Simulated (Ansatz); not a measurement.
# Ta: a strain scan

This session takes Ta and sets out to see how energy and stress answer to the strain pattern (1, -1, 0, 0, 0, 0).

Computed with Ansatz 0.2.0 (DFT PBEsol, scalar-relativistic, plane waves, PAW, unless a step's input says otherwise).

## (1) The starting structure

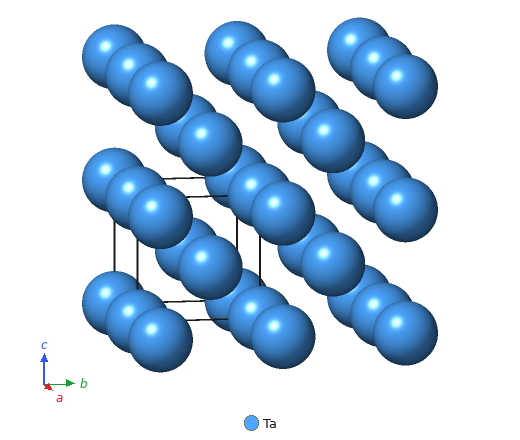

Start, viewed slightly off an axis; tantalum blue. 2×2×2 cells are drawn. Atoms on the faces are drawn again on the opposite ones. The cell drawn here is the conventional one.

As a file:

```
CELL_PARAMETERS angstrom
-1.65128 1.65128 1.65128
1.65128 -1.65128 1.65128
1.65128 1.65128 -1.65128
ATOMIC_POSITIONS crystal
Ta 0.00000 0.00000 0.00000
```

The cell is taken as given, not relaxed at this level.

## (2) Zero of energy

The reference gives a free energy of -9806.5026 eV, pressure -3.78 GPa, largest force 0.000 eV/Å and gap on the mesh none (metal). It was computed beforehand with the settings of the runs below.

## (3) The scan: a strain scan

The cell is strained by ε times the Voigt pattern (1, -1, 0, 0, 0, 0) (xx, yy, zz, yz, xz, xy; engineering shear), with fractional coordinates fixed (clamped ions). The stress on the pattern is the sum of the stress components weighted by it, tension positive.

## (4) ε = -0.0400

input.yaml reads:

```yaml
crystal:
  lattice:
    - [-1.5852288, 1.7173312, 1.65128]
    - [1.5852288, -1.7173312, 1.65128]
    - [1.5852288, 1.7173312, -1.65128]
  atoms:
    - { symbol: Ta, position: [0.0, 0.0, 0.0] }
basis:
  ecutwfc: 420
kpoints:
  mp_grid: { grid: [20, 20, 20] }
hamiltonian:
  xc: pbesol
scf:
  occupations: { method: gaussian, width: 0.15 }
output:
  forces: true
  stress: true
  eigenvalues: true
```

The run is started by

```console
> ansatz run input.yaml --threads 1 --pin off --max-ram 2560MiB --backend cpu --events-out ev --progress --plain --runs-dir out
```

The program printed, shortened:

```text
Warning: RAYON_NUM_THREADS=1 ignored (pool sized by the plan → 1); use --threads N
[...]
Pseudopotentials: kind: paw
Pseudopotential: Ta, paw, valence charge 13, recommended cutoff 420 eV (normal), Ta.paw.azcp
Functional definition: PBEsol
[...]
Crystal: 1 atoms, lattice volume = 17.982 Å³
Basis set: ecut = 420 eV, 353 PW (Γ), exchange–correlation on 40×40×40 points (8 copies of the dense FFT grid, shifted against one another)
Bands: 11, of which v1, the nominal top of the filled ones, is band 7 counted from 1 (6 counted from 0)
Symmetry: 8 space group operations
Space group: Immm (ITA 71), of the structure as read, at distance tolerance 2.6e-5 Å
k-points: 1166 of 8000
[...]
SCF iter   1: F=—  HF=-9806.483432 eV  |F-HF|=—  |Δ(HF+E_count)|=         —  Δρ=2.45e-3  dr2=3.41e-4  ethr=1.77e-3  ⟨swp⟩=5.1  Hψ=70168  notcnv=0
[...]
SCF iter   6: F=-9806.483248 eV  HF=-9806.483248 eV  |F-HF|=3.46e-11  |Δ(HF+E_count)|=   1.69e-9  Δρ=8.55e-7  dr2=6.66e-11  ethr=4.44e-11  ⟨swp⟩=2.4  Hψ=40499  notcnv=0
[...]
SCF converged after 6 iterations
Free energy (F): -9806.483248 eV
[...]
E sigma→0 (E₀):  -9806.475652 eV
Entropy (-TS):   -0.015191 eV (-15.191 meV/atom)
Fermi energy:    18.521825 eV
[...]
--- Forces (eV/Å), atoms counted from 1 ---
  atom   1  Ta     0.00000000     0.00000000    -0.00000000
[...]
--- Stress (GPa, compression-positive) ---
        0.995959       0.000000       0.000000
        0.000000      -7.184324       0.000000
        0.000000       0.000000      -2.992113
  P = ⅓ Tr σ = -3.0602 GPa (-30.602 kbar)
--- Band table (eV; the first three rows and the last of 1166) ---
  k-point 0: bands = ["-48.5318", "-14.4776", "-14.4750", "-14.4619", "10.5911", "18.7535", "19.3085", "19.7647", "21.8483", "23.0551", "32.5158"]
[...]
```

Run time: 11 s. Hardware: 1 thread of Arm Neoverse V2, shared host; peak memory 0.49 GiB.

## (5) ε = 0.0300

input.yaml, as its differences from that of step 4:

```diff
@@ -2,5 +2,5 @@
   lattice:
-    - [-1.5852288, 1.7173312, 1.65128]
-    - [1.5852288, -1.7173312, 1.65128]
-    - [1.5852288, 1.7173312, -1.65128]
+    - [-1.7008184, 1.6017416, 1.65128]
+    - [1.7008184, -1.6017416, 1.65128]
+    - [1.7008184, 1.6017416, -1.65128]
   atoms:
```

The run is started by

```console
> ansatz run input.yaml --threads 1 --pin off --max-ram 2560MiB --backend cpu --events-out ev --progress --plain --runs-dir out
```

The program printed, shortened:

```text
[...]
SCF converged after 6 iterations
Free energy (F): -9806.491294 eV
[...]
E sigma→0 (E₀):  -9806.483807 eV
Entropy (-TS):   -0.014974 eV (-14.974 meV/atom)
Fermi energy:    18.495495 eV
[...]
--- Forces (eV/Å), atoms counted from 1 ---
  atom   1  Ta     0.00000000     0.00000000     0.00000000
[...]
--- Stress (GPa, compression-positive) ---
       -6.632742       0.000000       0.000000
        0.000000      -0.100757       0.000000
        0.000000       0.000000      -3.391342
  P = ⅓ Tr σ = -3.3749 GPa (-33.749 kbar)
--- Band table (eV; the first three rows and the last of 1166) ---
  k-point 0: bands = ["-48.5501", "-14.4957", "-14.4927", "-14.4833", "10.5788", "18.8503", "19.2573", "19.6086", "22.0029", "22.9095", "32.6430"]
[...]
```

Wall time 11 s (1 thread of Arm Neoverse V2, shared host); peak memory 0.49 GiB.

## (6) ε = -0.0200

input.yaml, as its differences from that of step 5:

```diff
@@ -2,5 +2,5 @@
   lattice:
-    - [-1.7008184, 1.6017416, 1.65128]
-    - [1.7008184, -1.6017416, 1.65128]
-    - [1.7008184, 1.6017416, -1.65128]
+    - [-1.6182544, 1.6843056, 1.65128]
+    - [1.6182544, -1.6843056, 1.65128]
+    - [1.6182544, 1.6843056, -1.65128]
   atoms:
```

The run is started by

```console
> ansatz run input.yaml --threads 1 --pin off --max-ram 2560MiB --backend cpu --events-out ev --progress --plain --runs-dir out
```

The program printed, shortened:

```text
[...]
SCF converged after 6 iterations
Free energy (F): -9806.497383 eV
[...]
E sigma→0 (E₀):  -9806.489974 eV
Entropy (-TS):   -0.014818 eV (-14.818 meV/atom)
Fermi energy:    18.475879 eV
[...]
--- Forces (eV/Å), atoms counted from 1 ---
  atom   1  Ta     0.00000000     0.00000000    -0.00000000
[...]
--- Stress (GPa, compression-positive) ---
       -1.283047       0.000000       0.000000
        0.000000      -5.894168      -0.000000
        0.000000      -0.000000      -3.620456
  P = ⅓ Tr σ = -3.5992 GPa (-35.992 kbar)
--- Band table (eV; the first three rows and the last of 1166) ---
  k-point 0: bands = ["-48.5632", "-14.5081", "-14.5053", "-14.4994", "10.5700", "18.9555", "19.2207", "19.4611", "22.1568", "22.7619", "32.7842"]
[...]
```

Wall time 10 s (1 thread of Arm Neoverse V2, shared host); peak memory 0.49 GiB.

## (7) Point ε = 0.0100

input.yaml, as its differences from that of step 6:

```diff
@@ -2,5 +2,5 @@
   lattice:
-    - [-1.6182544, 1.6843056, 1.65128]
-    - [1.6182544, -1.6843056, 1.65128]
-    - [1.6182544, 1.6843056, -1.65128]
+    - [-1.6677928, 1.6347672, 1.65128]
+    - [1.6677928, -1.6347672, 1.65128]
+    - [1.6677928, 1.6347672, -1.65128]
   atoms:
```

The run is started by

```console
> ansatz run input.yaml --threads 1 --pin off --max-ram 2560MiB --backend cpu --events-out ev --progress --plain --runs-dir out
```

The program printed, shortened:

```text
[...]
SCF converged after 6 iterations
Free energy (F): -9806.501248 eV
[...]
E sigma→0 (E₀):  -9806.493968 eV
Entropy (-TS):   -0.014559 eV (-14.559 meV/atom)
Fermi energy:    18.463567 eV
[...]
--- Forces (eV/Å), atoms counted from 1 ---
  atom   1  Ta     0.00000000     0.00000000     0.00000000
[...]
--- Stress (GPa, compression-positive) ---
       -4.946664       0.000000       0.000000
        0.000000      -2.512390       0.000000
        0.000000       0.000000      -3.739383
  P = ⅓ Tr σ = -3.7328 GPa (-37.328 kbar)
--- Band table (eV; the first three rows and the last of 1166) ---
  k-point 0: bands = ["-48.5712", "-14.5148", "-14.5128", "-14.5101", "10.5647", "19.0691", "19.1987", "19.3220", "22.3098", "22.6125", "32.9394"]
[...]
```

Run time: 10 s. Hardware: 1 thread of Arm Neoverse V2, shared host; peak memory 0.49 GiB.

## (8) ε = 0.0350

input.yaml reads:

```yaml
crystal:
  lattice:
    - [-1.7090748, 1.5934852, 1.65128]
    - [1.7090748, -1.5934852, 1.65128]
    - [1.7090748, 1.5934852, -1.65128]
  atoms:
    - { symbol: Ta, position: [0.0, 0.0, 0.0] }
basis:
  ecutwfc: 420
kpoints:
  mp_grid: { grid: [20, 20, 20] }
hamiltonian:
  xc: pbesol
scf:
  occupations: { method: gaussian, width: 0.15 }
output:
  forces: true
  stress: true
  eigenvalues: true
  write_density: true
  write_potential: true
  elf: true
  volumetric_format: npy
```

The run is started by

```console
> ansatz run input.yaml --threads 1 --pin off --max-ram 2560MiB --backend cpu --events-out ev --progress --plain --runs-dir out
```

The program printed, shortened:

```text
Warning: RAYON_NUM_THREADS=1 ignored (pool sized by the plan → 1); use --threads N
[...]
[... 3 set-up lines as earlier in the session ...]
[...]
Crystal: 1 atoms, lattice volume = 17.988 Å³
Basis set: ecut = 420 eV, 353 PW (Γ), exchange–correlation on 40×40×40 points (8 copies of the dense FFT grid, shifted against one another)
Bands: 11, of which v1, the nominal top of the filled ones, is band 7 counted from 1 (6 counted from 0)
[... 2 set-up lines as earlier in the session ...]
k-points: 1166 of 8000
[...]
SCF iter   1: F=—  HF=-9806.487658 eV  |F-HF|=—  |Δ(HF+E_count)|=         —  Δρ=2.33e-3  dr2=2.88e-4  ethr=1.77e-3  ⟨swp⟩=5.1  Hψ=69987  notcnv=0
[...]
SCF iter   6: F=-9806.487496 eV  HF=-9806.487496 eV  |F-HF|=2.55e-11  |Δ(HF+E_count)|=   2.96e-9  Δρ=7.14e-7  dr2=5.15e-11  ethr=6.49e-11  ⟨swp⟩=6.2  Hψ=63430  notcnv=0
[...]
SCF converged after 6 iterations
Free energy (F): -9806.487496 eV
[...]
E sigma→0 (E₀):  -9806.479961 eV
Entropy (-TS):   -0.015071 eV (-15.071 meV/atom)
Fermi energy:    18.507929 eV
[...]
--- Forces (eV/Å), atoms counted from 1 ---
  atom   1  Ta     0.00000000     0.00000000     0.00000000
[...]
--- Stress (GPa, compression-positive) ---
       -6.933032       0.000000       0.000000
        0.000000       0.464392      -0.000000
        0.000000      -0.000000      -3.214064
  P = ⅓ Tr σ = -3.2276 GPa (-32.276 kbar)
--- Band table (eV; the first three rows and the last of 1166) ---
  k-point 0: bands = ["-48.5416", "-14.4874", "-14.4846", "-14.4733", "10.5845", "18.8008", "19.2811", "19.6856", "21.9257", "22.9826", "32.5777"]
[...]
```

Wall time 15 s (1 thread of Arm Neoverse V2, shared host); peak memory 0.48 GiB.

The maps below are laid out on this run's own conventional cell (a, b, c = 3.187, 3.303, 3.418 Å).

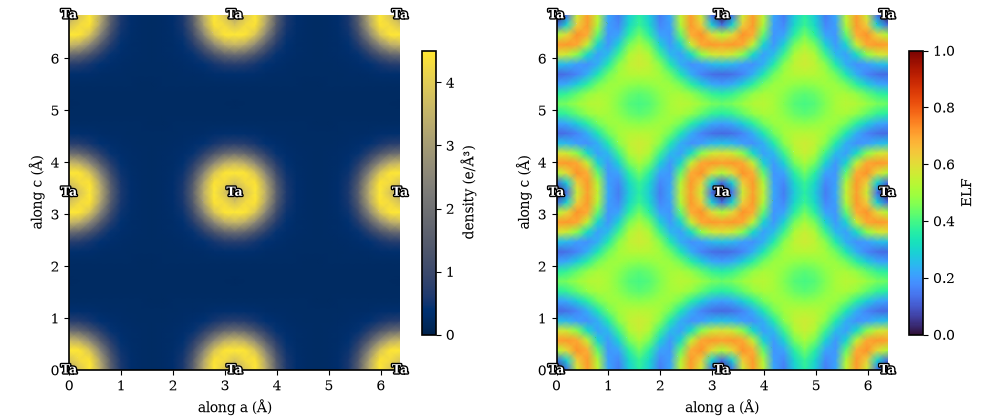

Density (left) and ELF (right) in a lattice plane of the grid's cell (edges 3.19 and 3.42 Å, at 0.000 of the third edge), which holds Ta. Only atoms in the plane are labelled. Both are smooth fields of the valence electrons: close to the nuclei they are not physical.

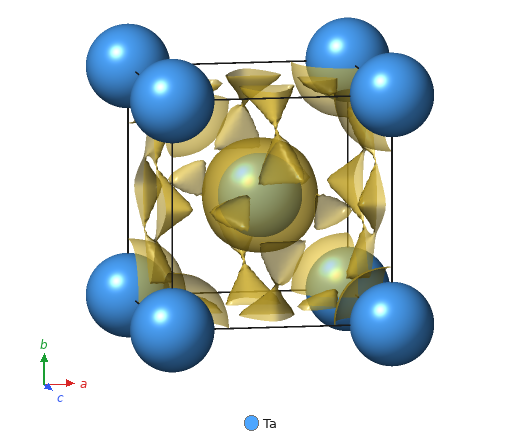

Surface of ELF = 0.50, drawn in one cell.

Outside the cores ELF peaks at 0.56 between the atoms, 1.8 Å from Ta.

## (9) At ε = 0.0250

input.yaml reads:

```yaml
crystal:
  lattice:
    - [-1.692562, 1.609998, 1.65128]
    - [1.692562, -1.609998, 1.65128]
    - [1.692562, 1.609998, -1.65128]
  atoms:
    - { symbol: Ta, position: [0.0, 0.0, 0.0] }
basis:
  ecutwfc: 420
kpoints:
  mp_grid: { grid: [20, 20, 20] }
hamiltonian:
  xc: pbesol
scf:
  occupations: { method: gaussian, width: 0.15 }
output:
  forces: true
  stress: true
  eigenvalues: true
```

The run is started by

```console
> ansatz run input.yaml --threads 1 --pin off --max-ram 2560MiB --backend cpu --events-out ev --progress --plain --runs-dir out
```

The program printed, shortened:

```text
Warning: RAYON_NUM_THREADS=1 ignored (pool sized by the plan → 1); use --threads N
[...]
[... 3 set-up lines as earlier in the session ...]
[...]
Crystal: 1 atoms, lattice volume = 17.999 Å³
Basis set: ecut = 420 eV, 353 PW (Γ), exchange–correlation on 40×40×40 points (8 copies of the dense FFT grid, shifted against one another)
Bands: 11, of which v1, the nominal top of the filled ones, is band 7 counted from 1 (6 counted from 0)
[... 2 set-up lines as earlier in the session ...]
k-points: 1166 of 8000
[...]
SCF iter   1: F=—  HF=-9806.494746 eV  |F-HF|=—  |Δ(HF+E_count)|=         —  Δρ=2.20e-3  dr2=2.37e-4  ethr=1.77e-3  ⟨swp⟩=5.1  Hψ=70114  notcnv=0
[...]
SCF iter   6: F=-9806.494600 eV  HF=-9806.494600 eV  |F-HF|=2.55e-11  |Δ(HF+E_count)|=   6.36e-9  Δρ=6.46e-7  dr2=4.57e-11  ethr=1.20e-10  ⟨swp⟩=2.9  Hψ=41267  notcnv=0
[...]
SCF converged after 6 iterations
Free energy (F): -9806.494600 eV
[...]
E sigma→0 (E₀):  -9806.487149 eV
Entropy (-TS):   -0.014901 eV (-14.901 meV/atom)
Fermi energy:    18.484784 eV
[...]
--- Forces (eV/Å), atoms counted from 1 ---
  atom   1  Ta    -0.00000000     0.00000000    -0.00000000
[...]
--- Stress (GPa, compression-positive) ---
       -6.286001       0.000000       0.000000
        0.000000      -0.686835      -0.000000
        0.000000      -0.000000      -3.523989
  P = ⅓ Tr σ = -3.4989 GPa (-34.989 kbar)
--- Band table (eV; the first three rows and the last of 1166) ---
  k-point 0: bands = ["-48.5573", "-14.5026", "-14.4996", "-14.4920", "10.5739", "18.9018", "19.2372", "19.5338", "22.0800", "22.8360", "32.7118"]
[...]
```

Wall time 10 s (1 thread of Arm Neoverse V2, shared host); peak memory 0.49 GiB.

## (10) ε = 0.0150

input.yaml, as its differences from that of step 9:

```diff
@@ -2,5 +2,5 @@
   lattice:
-    - [-1.692562, 1.609998, 1.65128]
-    - [1.692562, -1.609998, 1.65128]
-    - [1.692562, 1.609998, -1.65128]
+    - [-1.6760492, 1.6265108, 1.65128]
+    - [1.6760492, -1.6265108, 1.65128]
+    - [1.6760492, 1.6265108, -1.65128]
   atoms:
```

The run is started by

```console
> ansatz run input.yaml --threads 1 --pin off --max-ram 2560MiB --backend cpu --events-out ev --progress --plain --runs-dir out
```

The program printed, shortened:

```text
Warning: RAYON_NUM_THREADS=1 ignored (pool sized by the plan → 1); use --threads N
[...]
[... 3 set-up lines as earlier in the session ...]
[...]
Crystal: 1 atoms, lattice volume = 18.006 Å³
Basis set: ecut = 420 eV, 353 PW (Γ), exchange–correlation on 40×40×40 points (8 copies of the dense FFT grid, shifted against one another)
Bands: 11, of which v1, the nominal top of the filled ones, is band 7 counted from 1 (6 counted from 0)
[... 2 set-up lines as earlier in the session ...]
k-points: 1166 of 8000
[...]
SCF iter   1: F=—  HF=-9806.499751 eV  |F-HF|=—  |Δ(HF+E_count)|=         —  Δρ=2.17e-3  dr2=2.24e-4  ethr=1.77e-3  ⟨swp⟩=5.1  Hψ=70125  notcnv=0
[...]
SCF iter   6: F=-9806.499611 eV  HF=-9806.499611 eV  |F-HF|=1.15e-10  |Δ(HF+E_count)|=   1.01e-8  Δρ=2.15e-6  dr2=2.70e-10  ethr=1.85e-10  ⟨swp⟩=3.1  Hψ=41935  notcnv=0
[...]
SCF converged after 6 iterations
Free energy (F): -9806.499611 eV
[...]
E sigma→0 (E₀):  -9806.492262 eV
Entropy (-TS):   -0.014697 eV (-14.697 meV/atom)
Fermi energy:    18.468784 eV
[...]
--- Forces (eV/Å), atoms counted from 1 ---
  atom   1  Ta     0.00000000     0.00000000    -0.00000000
[...]
--- Stress (GPa, compression-positive) ---
       -5.450524       0.000000       0.000000
        0.000000      -1.889894      -0.000000
        0.000000      -0.000000      -3.690566
  P = ⅓ Tr σ = -3.6770 GPa (-36.770 kbar)
--- Band table (eV; the first three rows and the last of 1166) ---
  k-point 0: bands = ["-48.5679", "-14.5122", "-14.5097", "-14.5054", "10.5669", "19.0112", "19.2079", "19.3905", "22.2334", "22.6874", "32.8601"]
[...]
```

Run time: 10 s. Hardware: 1 thread of Arm Neoverse V2, shared host; peak memory 0.49 GiB.

## (11) At ε = 0.0050

input.yaml, as its differences from that of step 10:

```diff
@@ -2,5 +2,5 @@
   lattice:
-    - [-1.6760492, 1.6265108, 1.65128]
-    - [1.6760492, -1.6265108, 1.65128]
-    - [1.6760492, 1.6265108, -1.65128]
+    - [-1.6595364, 1.6430236, 1.65128]
+    - [1.6595364, -1.6430236, 1.65128]
+    - [1.6595364, 1.6430236, -1.65128]
   atoms:
```

The run is started by

```console
> ansatz run input.yaml --threads 1 --pin off --max-ram 2560MiB --backend cpu --events-out ev --progress --plain --runs-dir out
```

The program printed, shortened:

```text
[...]
SCF converged after 6 iterations
Free energy (F): -9806.502251 eV
[...]
E sigma→0 (E₀):  -9806.495023 eV
Entropy (-TS):   -0.014455 eV (-14.455 meV/atom)
Fermi energy:    18.460360 eV
[...]
--- Forces (eV/Å), atoms counted from 1 ---
  atom   1  Ta    -0.00000000     0.00000000    -0.00000000
[...]
--- Stress (GPa, compression-positive) ---
       -4.384321       0.000000       0.000000
        0.000000      -3.146776      -0.000000
        0.000000      -0.000000      -3.768178
  P = ⅓ Tr σ = -3.7664 GPa (-37.664 kbar)
--- Band table (eV; the first three rows and the last of 1166) ---
  k-point 0: bands = ["-48.5733", "-14.5158", "-14.5147", "-14.5134", "10.5634", "19.1291", "19.1932", "19.2556", "22.3858", "22.5372", "33.0225"]
[...]
```

It took 11 s on 1 thread of Arm Neoverse V2, shared host; peak memory 0.49 GiB.

## (12) All points together

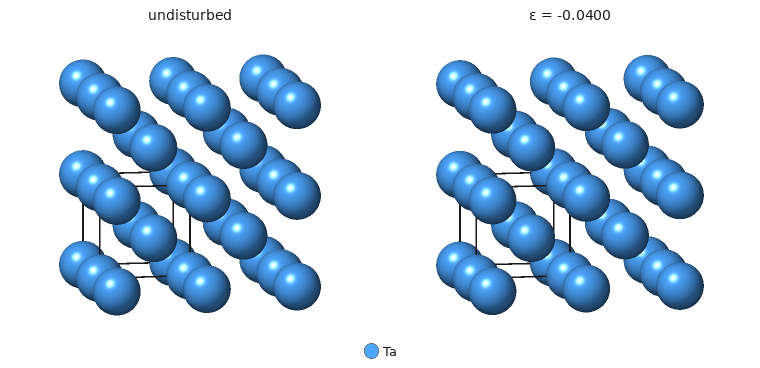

The undisturbed cell and the costliest point of the scan, at one scale, with neighbouring cells.

Collected from the runs (energy zero: the undisturbed cell):

| ε | ΔE (meV/atom) | stress on the pattern (GPa) | pressure (GPa) |
| --- | --- | --- | --- |
| -0.0400 | 19.3 | -8.18 | -3.1 |
| -0.0200 | 5.2 | -4.61 | -3.6 |
| 0.0000 | 0.0 | 0.00 | -3.8 |
| 0.0050 | 0.3 | 1.24 | -3.8 |
| 0.0100 | 1.3 | 2.43 | -3.7 |
| 0.0150 | 3.0 | 3.56 | -3.7 |
| 0.0250 | 8.0 | 5.60 | -3.5 |
| 0.0300 | 11.3 | 6.53 | -3.4 |
| 0.0350 | 15.1 | 7.40 | -3.2 |

Not run, since symmetry makes them alike: 0.0400 repeats -0.0400, -0.0300 repeats 0.0300, 0.0200 repeats -0.0200, -0.0100 repeats 0.0100. Energy, pressure and gap are the same there.

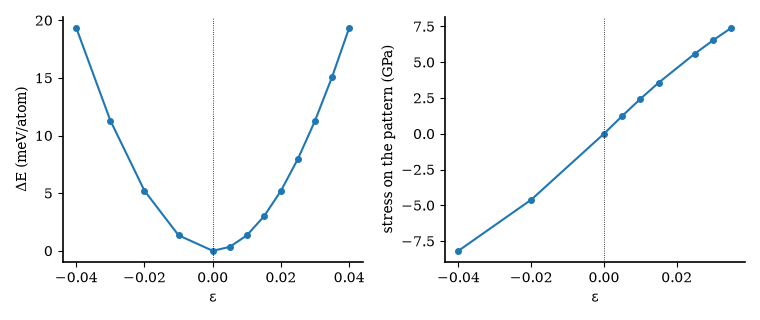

ΔE and stress on the pattern along the scan; points alike by symmetry are filled in.

## (13) What came out

```
                                                              quantity    value
slope of the stress at ε = 0, from the points at -0.0200, 0 and 0.0050  244 GPa
```

In words: The slope of the stress at zero strain, 244 GPa, estimates C11 + C22 − 2 C12 with clamped ions in this Cartesian frame. The reference stands under -3.8 GPa, so this is no zero-stress constant. The undisturbed cell stays the lowest of the sampled points. Spin-orbit coupling is left out for Ta.
